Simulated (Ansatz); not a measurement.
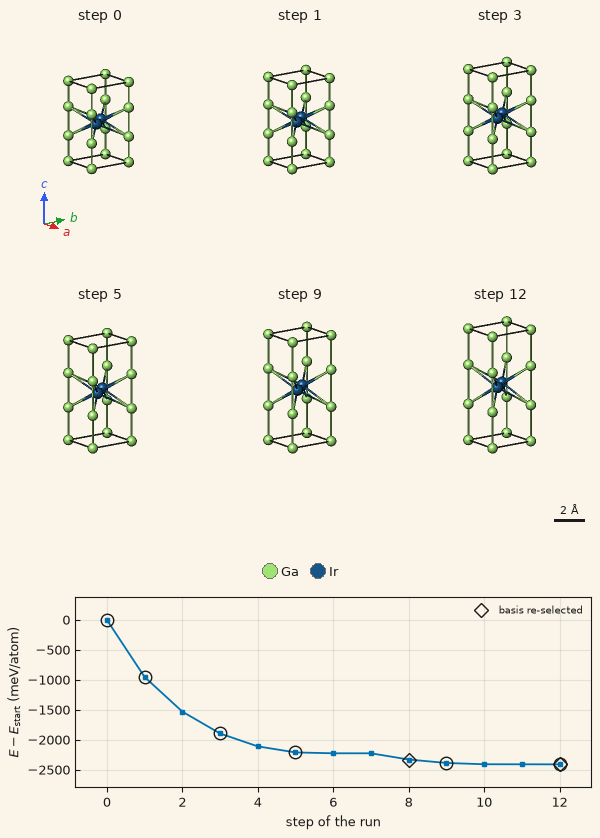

Frames of a relaxation of a crystal of Ga3Ir2 (a generated structure, set up in P6/mmm) (coarse preliminary run), marked on the history of the run. A ball-and-stick model of the cell of the calculation, seen slightly off an axis.

The calculation used DFT PBE, scalar-relativistic, plane waves, PAW (Ansatz 0.2.0). Settings: plane-wave cutoff 420 eV; k-point mesh 6 × 6 × 4; occupations gaussian; smearing width 0.1 eV; no spin polarisation; cell and atoms relaxed; force threshold 0.04 eV/Å; at most 70 steps.

What happens along the run?

After 10 accepted moves (12 points after the start) the energy has fallen by 2409 meV per atom. Largest force component: 9.6 eV/Å at the start, 0.013 eV/Å at the end. Pressure: 91.38 GPa at the start and −0.18 GPa at the end. At 2 points the geometry stayed and the basis and grid were re-selected for the new cell (energy shift of 104 meV per atom at most each time). The largest moves relative to the cell, 0.040 Å, are those of Ga atoms. Ir stays in place. The volume changes by +48.9 %, with a = b 4.113 → 4.255 Å (+3.5 %), c 5.468 → 7.608 Å (+39.1 %). Some distances before and after: Ga–Ga 1.743 → 2.466 Å, Ga–Ga 1.981 → 2.676 Å, Ga–Ir 2.573 → 2.798 Å, Ir–Ir 2.375 → 2.457 Å. The space group stays P6/mmm (No. 191). From step 0 to 1: Ga atoms move most (0.05 Å), volume +7.8 %, energy −952 meV per atom. From step 1 to 3: volume +14.7 %, energy −942 meV per atom. From step 3 to 5: volume +10.3 %, energy −316 meV per atom. From step 5 to 9: Ga atoms move most (0.02 Å), volume +4.8 %, energy −176 meV per atom. From step 9 to 12: volume +4.2 %, energy −23.0 meV per atom.

```tsv
step	E − E(0), meV/atom	largest force component, eV/Å	pressure, GPa	volume, Å³/atom	note
0	0.00	9.6244	91.38	16.022	
1	-952.34	1.9621	60.29	17.266	
2	-1529.38	0.5666	37.96	18.584	
3	-1894.41	0.0733	22.61	19.811	
4	-2109.27	0.0725	11.37	20.923	
5	-2210.35	0.0928	2.83	21.848	
6	-2224.64	0.0604	0.09	22.042	
7	-2224.80	0.0137	0.05	22.060	
8	-2328.71	0.0289	6.30	22.060	same geometry, new basis
9	-2386.13	0.0080	2.57	22.895	
10	-2407.33	0.0320	0.47	23.597	
11	-2408.15	0.0120	-0.20	23.862	
12	-2409.11	0.0133	-0.18	23.862	same geometry, new basis
```
